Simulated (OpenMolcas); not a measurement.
# Mo⁵⁺ among point charges: CASSCF and CASPT2 levels and susceptibility

How does a field of 5 point charges split the states of Mo⁵⁺, and what χT follows?

The numbers are computed with OpenMolcas 26.06 (state-averaged CASSCF and CASPT2, spin-orbit coupling by RASSI with atomic mean-field integrals), except any that are marked as measured or tabulated.

## 1. What is computed

* Species: Mo⁵⁺ (molybdenum, Z = 42, 37 electrons)
* Basis: ANO-RCC-VDZP [6s5p3d1f], 43 functions
* Scalar Hamiltonian: DKH2, point nucleus
* Inactive shells: 1s 2s 2p 3s 3p 3d 4s 4p
* Active space: 1 electron in 5 orbitals (4d)
* Some configurations of this space: 4d
* Orbitals: optimised for each spin and parity, averaged over all roots

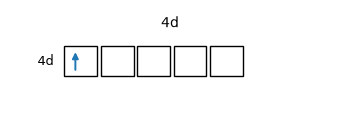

Outer shells as boxes.

The ion sits among 5 point charges of -1 e arranged as a square pyramid (C4v), 1.81 Å from the ion, with the axial distance 1.937 Å.

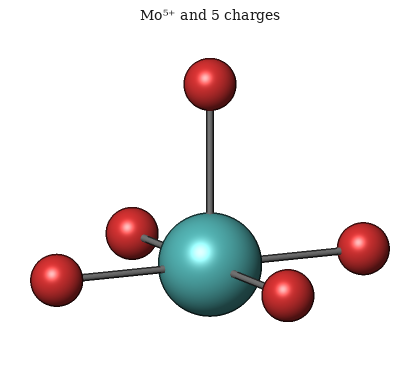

The ion and the point charges (red).

Each step is its own input file, run in one work folder so that later steps find the files of earlier ones. Labels, J, g values, rates, χT and fits are worked out afterwards by a script from the matrices that RASSI stores.

## 2. Basis and integrals

a.inp

```
&GATEWAY
Coord
1

Mo 0.0 0.0 0.0
Basis=ANO-RCC-VDZP
Group=NoSym
NoMove
AngMom=0.0 0.0 0.0
AMFI
XField
5 Angstrom 0
1.810000 0.000000 0.000000 -1.000000
0.000000 1.810000 0.000000 -1.000000
-1.810000 0.000000 0.000000 -1.000000
0.000000 -1.810000 0.000000 -1.000000
0.000000 0.000000 1.936700 -1.000000
&SEWARD
```

Started as:

```
$ OMP_NUM_THREADS=1 MOLCAS_MEM=1689 MOLCAS_PROJECT=a pymolcas a.inp > a.log
```

What it wrote:

```text
Basis set label: MO.ANO-RCC...6S5P3D1F.

      Electronic valence basis set:
      ------------------
      Associated Effective Charge  42.000000 au
      Associated Actual Charge     42.000000 au
      Nuclear Model: Point charge

      Shell  nPrim  nBasis  Cartesian Spherical Contaminant
         s      21       6        X
         p      18       5        X
         d      13       3                 X
         f       6       1                 X
                  Relativistic Douglas-Kroll-Hess integrals:
                    - DKH order of Hamiltonian: 2
                    - DKH order of Properties : 0
                  Atomic mean-field integrals
```

## 3. CASSCF: doublets, 5 roots

a.inp

```
&RASSCF
FileOrb=start.orb
Symmetry=1
Spin=2
nActEl=1 0 0
Inactive=18
Ras2=5
CIRoot=5 5 1
SDav=5
CIMx=300
Iter=120 100
PrWF=0.3
OrbListing=Nothing
MaxOrb=0
>>> COPY $Project.JobIph JOB001
```

Started as:

```
$ OMP_NUM_THREADS=1 MOLCAS_MEM=1689 MOLCAS_PROJECT=a pymolcas a.inp > a.log
```

start.orb holds the contracted functions of the basis, ordered by shell, or the orbitals of the step before.

What it wrote (excerpt; [...] marks lines left out):

```text
[...]
      Number of active orbitals                  5
[...]
      Spin quantum number                      0.5
[...]
      Active orbitals                            5
[...]
      Number of CSFs                             5
      Number of root(s) required                 5
[...]
      Convergence after  7 iterations
[...]
      Natural orbitals and occupation numbers for root  1
      sym 1:  -0.000000  -0.000000   1.000000   0.000000   0.000000
      Natural orbitals and occupation numbers for root  2
      sym 1:  -0.000000   1.000000  -0.000000  -0.000000   0.000000
      Natural orbitals and occupation numbers for root  3
      sym 1:  -0.000000   0.000000   1.000000   0.000000   0.000000
::    RASSCF root number  1 Total energy:  -4047.77825135
::    RASSCF root number  2 Total energy:  -4047.77825135
::    RASSCF root number  3 Total energy:  -4047.76916916
::    RASSCF root number  4 Total energy:  -4047.75518659
::    RASSCF root number  5 Total energy:  -4047.72135899
```

## 4. State interaction with spin-orbit coupling

a.inp

```
&RASSI
NrOfJobIphs=1 5
1 2 3 4 5
IphNames
JOB001
EJob
SpinOrbit
DIPRint=1.0
SOCoupling=1000.0
Subsets=2
Property=9
'ANGMOM' 1 'ANGMOM' 2 'ANGMOM' 3 'MLTPL  1' 1 'MLTPL  1' 2 'MLTPL  1' 3
'AMFI' 1 'AMFI' 2 'AMFI' 3
SOProperty=3
'ANGMOM' 1 'ANGMOM' 2 'ANGMOM' 3
```

What it wrote (excerpt; [...] marks lines left out):

```text
SPIN-FREE ENERGIES:
  (Shifted by EMIN (a.u.) =      -4047.7782513494)
 SF State       Relative EMIN(au)   Rel lowest level(eV)    D:o, cm**(-1)      L_eff
     1             0.0000000000        0.0000000000              0.0000         2.0
     2             0.0000000000        0.0000000000              0.0000         2.0
     3             0.0090821895        0.2471389659           1993.3102         2.0
     4             0.0230647556        0.6276239742           5062.1287         2.0
     5             0.0568923612        1.5481200147          12486.4300         2.0
     Dipole printing threshold changed to   1.00000000E+00
[...]
Eigenvalues of complex Hamiltonian:
   -----------------------------------
  (Shifted by EMIN (a.u.) =      -4047.7782513494)
 SO State       Relative EMIN(au)   Rel lowest level(eV)    D:o, cm**(-1)     J-value
     1            -0.0046316000        0.0000000000              0.0000         1.5
     2            -0.0046316000        0.0000000000              0.0000         1.5
     3             0.0015183996        0.1673500137           1349.7689         1.7
     4             0.0015183996        0.1673500137           1349.7689         1.7
     5             0.0114169515        0.4367033327           3522.2499         2.4
     6             0.0114169515        0.4367033327           3522.2499         2.4
     7             0.0230546087        0.7533801164           6076.4204         1.3
     8             0.0230546087        0.7533801164           6076.4204         1.3
     9             0.0576809465        1.6956107685          13676.0232         1.2
    10             0.0576809465        1.6956107685          13676.0232         1.2
Weights of the five most important spin-orbit-free states for each spin-orbit state.
[...]
```

These steps: 2.4 s of run time, 1 thread of Intel Xeon Platinum 8375C at 2.90GHz (Ice Lake), shared host.

Spin-free states:

| state | degeneracy | E (cm-1) | free-ion L (%) |
| --- | --- | --- | --- |
| doublet | 2 | 0 | D (100) |
| doublet | 1 | 1993 | D (100) |
| doublet | 1 | 5062 | D (100) |
| doublet | 1 | 12486 | D (100) |

With spin-orbit coupling:

```tsv
E (cm-1)	Degeneracy	2S+1	g
0.0	2	2	0.29 1.43 1.43
1350	2	2	0.21 0.21 3.91
3522	2	2	1.71 3.43 3.43
6076	2	2	0.89 2.30 2.30
13676	2	2	2.09 2.09 3.01
```

Principal g values are given for doublets only; a zero marks a field direction without first-order Zeeman splitting.

Powder χT (cm³ K/mol): 0.13 at 2 K, 0.13 at 5 K, 0.13 at 10 K, 0.13 at 20 K, 0.14 at 50 K, 0.14 at 100 K, 0.15 at 150 K, 0.15 at 200 K, 0.16 at 250 K, 0.16 at 300 K.

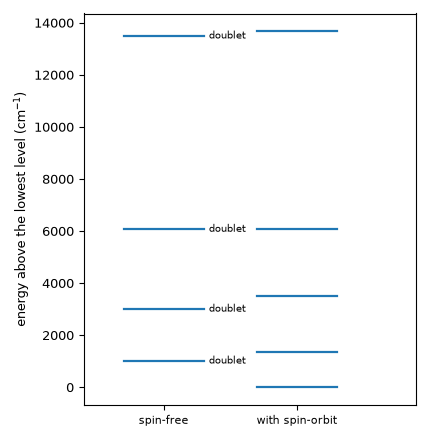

The states in the field without (left) and with (right) spin-orbit coupling.

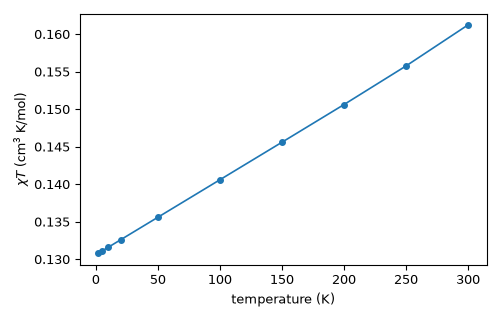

χT against temperature.

Orbitals of the lowest block (energies include the constant potential of the surroundings):

| shell | space | energy (hartree) | mean occupation | ⟨r²⟩ (bohr²) |
| --- | --- | --- | --- | --- |
| 1s | inactive | -739.7518 | 2.000 | 0.00163 |
| 2s | inactive | -108.1986 | 2.000 | 0.0277 |
| 2p | inactive | -96.6533 | 6.000 | 0.0219 |
| 3s | inactive | -20.4754 | 2.000 | 0.208 |
| 3p | inactive | -16.5784 | 6.000 | 0.213 |
| 3d | inactive | -10.2142 | 10.000 | 0.205 |
| 4s | inactive | -3.8101 | 2.000 | 1.37 |
| 4p | inactive | -2.6024 | 6.000 | 1.58 |
| 4d | RAS2 |  | 1.000 | 2.48 |

## 5. CASPT2: IPEA 0.25, imaginary shift 0.1 (closed shells correlated: 4s 4p)

a.inp

```
>>> COPY JOB001 $Project.JobIph
&CASPT2
Multistate=5 1 2 3 4 5
NoMult
Frozen=14
IPEA=0.25
Imaginary=0.1
MaxIter=60
WThr=0.0 0.3 0.05
PrWF=0.5
NoMix
```

Started as:

```
$ OMP_NUM_THREADS=1 MOLCAS_MEM=1689 MOLCAS_PROJECT=a pymolcas a.inp > a.log
```

What it wrote:

```text
Orbital specifications:
      -----------------------

      Symmetry species                           1
                                                 a
      Frozen orbitals                           14
      Inactive orbitals                          4
      Active orbitals                            5
      Secondary orbitals                        20
      Deleted orbitals                           0
      Number of basis functions                 43
Type of calculation                        SS-CASPT2
      Fock operator                              state-specific
      IPEA shift                                 0.25
      Real shift                                 0.00
      Imaginary shift                            0.10
      The input orbitals will be transformed to quasi-canonical
Reference energy:       -4047.7782513494
      E2 (Non-variational):      -0.1661453267
      Shift correction:          -0.0000761172
      E2 (Variational):          -0.1662214440
      Total energy:           -4047.9444727934
      Residual norm:              0.0000001437
      Reference weight:           0.96655
      Contributions to the CASPT2 correlation energy
      Active & Virtual Only:          0.0000000001
      One Inactive Excited:          -0.0358429823
      Two Inactive Excited:          -0.1303023446
Reference energy:       -4047.7782513494
      E2 (Non-variational):      -0.1661453267
      Shift correction:          -0.0000761172
      E2 (Variational):          -0.1662214440
      Total energy:           -4047.9444727934
      Residual norm:              0.0000001437
      Reference weight:           0.96655
      Contributions to the CASPT2 correlation energy
      Active & Virtual Only:          0.0000000001
      One Inactive Excited:          -0.0358429823
      Two Inactive Excited:          -0.1303023446
::    CASPT2 Root  1     Total energy:  -4047.94447279
::    CASPT2 Root  2     Total energy:  -4047.94447279
::    CASPT2 Root  3     Total energy:  -4047.93559221
::    CASPT2 Root  4     Total energy:  -4047.92161221
::    CASPT2 Root  5     Total energy:  -4047.88794033
```

This run: 1 s of run time, 1 thread of Intel Xeon Platinum 8375C at 2.90GHz (Ice Lake), shared host.

SS-CASPT2: lowest energy less the reference's lowest, -0.1662 hartree; reference weights 0.966 to 0.967.

States without spin-orbit coupling:

| state | degeneracy | E (cm-1) | free-ion L (%) |
| --- | --- | --- | --- |
| doublet | 2 | 0 | D (100) |
| doublet | 1 | 1949 | D (100) |
| doublet | 1 | 5017 | D (100) |
| doublet | 1 | 12407 | D (100) |

With spin-orbit coupling:

| E (cm-1) | Degeneracy | 2S+1 | g |
| --- | --- | --- | --- |
| 0 | 2 | 2 | 0.30 1.44 1.44 |
| 1350 | 2 | 2 | 0.21 0.21 3.90 |
| 3490 | 2 | 2 | 1.70 3.44 3.44 |
| 6040 | 2 | 2 | 0.89 2.30 2.30 |
| 13600 | 2 | 2 | 2.09 2.09 3.02 |

Powder χT (cm³ K/mol): 0.13 at 2 K, 0.13 at 5 K, 0.13 at 10 K, 0.13 at 20 K, 0.14 at 50 K, 0.14 at 100 K, 0.15 at 150 K, 0.15 at 200 K, 0.16 at 250 K, 0.16 at 300 K.

## 6. The methods side by side

A. CASSCF
B. SS-CASPT2, IPEA 0.25, imaginary shift 0.1 (closed shells correlated: 4s 4p)

| method | ground state | first state of that spin (cm-1) | first gap with spin-orbit (cm-1) | χT at 300 K |
| --- | --- | --- | --- | --- |
| A | doublet | doublet 1993 | 1349.8 | 0.16 |
| B | doublet | doublet 1949 | 1354.7 | 0.16 |

## 7. Summary of results

```
                                            quantity                                                                        value
                                              method  SS-CASPT2, IPEA 0.25, imaginary shift 0.1 (closed shells correlated: 4s 4p)
                              spin-free ground state                                          doublet, 2-fold in its orbital part
first state of the same spin within the active space                                                         doublet at 1950 cm⁻¹
                                        lowest level                                                 2-fold, g = 0.30, 1.44, 1.44
                                          next level                                                                  1354.7 cm⁻¹
                                         χT at 300 K                                                               0.16 cm³ K/mol
                           effective moment at 300 K                                                                      1.14 μB
```

Cost by method:

| method | time of its own steps | time with the reference |
| --- | --- | --- |
| A. CASSCF | 2.4 s | 2.4 s |
| B. SS-CASPT2, IPEA 0.25, imaginary shift 0.1, +4s 4p | 1 s | 3.4 s |

Times are of one thread on a shared host.

What this shows: The spin-free ground state (doublet) comes to 100 % from free-ion D terms and keeps the highest spin of the shell. χT at 300 K is 0.16, against 0.38 cm³ K/mol for the spin alone, so orbital moment lowers it. The field of point charges can differ much from that of real complexes. This is an electrostatic model: the charges have no orbitals.
